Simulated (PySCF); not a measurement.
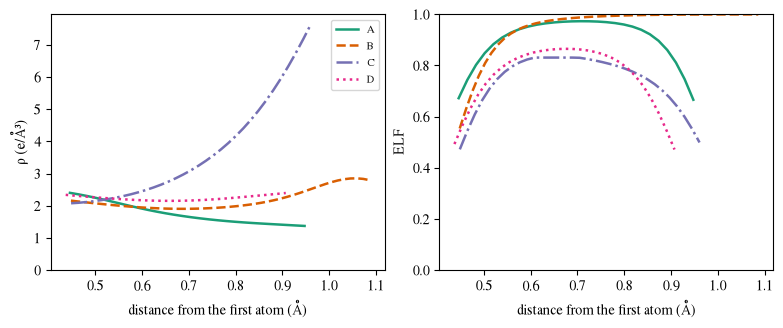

Figure. C5H8BF (charge +1, doublet). Total electron density and ELF along straight lines between neighbouring atoms. The curves leave out the atomic cores.

Geometry: GFN2-xTB.

These are results of UKS B3LYP, pcH-1 on B C F H, non-relativistic, mean-field spin-orbit, GIAO in PySCF 2.14.0, density-fitted response routines, not measurements.

```yaml
atoms:
  - { symbol: C, position_ang: [2.5682, -0.2303, -0.5737] }
  - { symbol: C, position_ang: [1.0725, -0.1268, -0.7191] }
  - { symbol: B, position_ang: [0.2250, 0.3154, 0.5597] }
  - { symbol: C, position_ang: [-1.2424, 0.0923, 0.6407] }
  - { symbol: C, position_ang: [-2.6521, 0.5357, 0.2044] }
  - { symbol: C, position_ang: [-2.3292, -0.5532, 1.0984] }
  - { symbol: F, position_ang: [-2.7799, -1.5290, 1.7955] }
  - { symbol: H, position_ang: [3.0134, 0.6964, -0.2221] }
  - { symbol: H, position_ang: [2.8516, -1.0461, 0.0887] }
  - { symbol: H, position_ang: [3.0103, -0.4625, -1.5475] }
  - { symbol: H, position_ang: [0.8193, 0.7015, -1.3974] }
  - { symbol: H, position_ang: [0.6653, -1.0449, -1.1463] }
  - { symbol: H, position_ang: [0.8114, 0.8468, 1.4185] }
  - { symbol: H, position_ang: [-2.9989, 0.3344, -0.8081] }
  - { symbol: H, position_ang: [-3.0388, 1.4783, 0.5864] }
```

Which curve belongs to which contact (C–B, C–C, C–F and C–H)? The first atom named is at distance zero.

Curve A: C–B (1.49 Å): the density is about 1.6 e/Å³ at the midpoint; the ELF peaks at about 1 between the atoms, as expected for localised, covalent bonding. Curve B: C–H (1.09 Å): ρ at the midpoint is about 2 e/Å³; the ELF climbs to about 1 towards the hydrogen, as it does in any bond to H: an ordinary covalent bond to hydrogen. Curve C: C–F (1.28 Å): the density is about 2.7 e/Å³ at the midpoint; the ELF peaks at about 0.85 between the atoms (a shared but strongly polarised pair). Curve D: C–C (1.34 Å): ρ is about 2.2 e/Å³ halfway; the ELF peaks at about 0.85 between the atoms: a multiple bond.
